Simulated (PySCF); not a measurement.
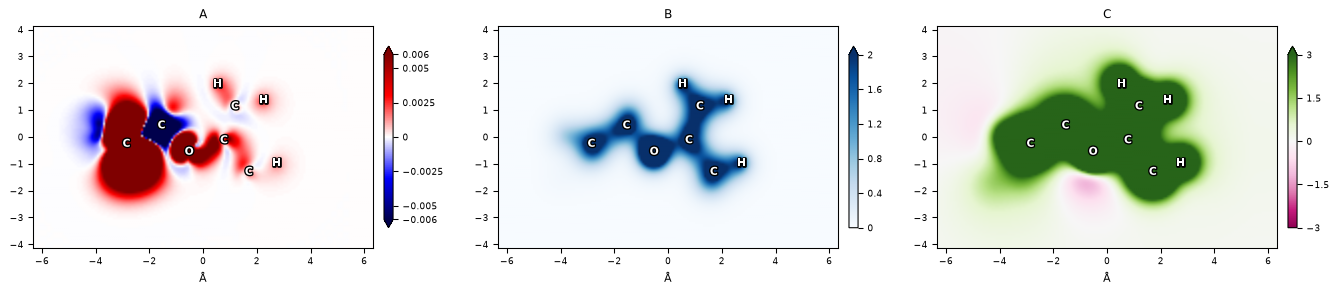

C₆H₉F₂O (SMILES C=C(C)OC[C](F)CF) (doublet): 3 fields on the plane of atoms C1, C2 and O4, with unlabelled colour scales.

Geometry: GFN2-xTB.

Theory: UKS B3LYP, pcH-1 on C F H O, non-relativistic, mean-field spin-orbit, GIAO in PySCF.

Question: Which field does each panel show? The fields are: electron density, electrostatic potential and spin density.

Answer: Panel A: spin density (confined to the atoms that carry the unpaired spin). Panel B: electron density. Panel C: electrostatic potential (strongly positive close to the atoms, with negative regions outside electron-rich atoms). From the grid: C–C (1.33 Å): ρ at the midpoint is about 2.3 e/Å³. C–O (1.37 Å): ρ at the midpoint is about 2.2 e/Å³, with its minimum of 1.9 e/Å³ about 0.5 Å from C.
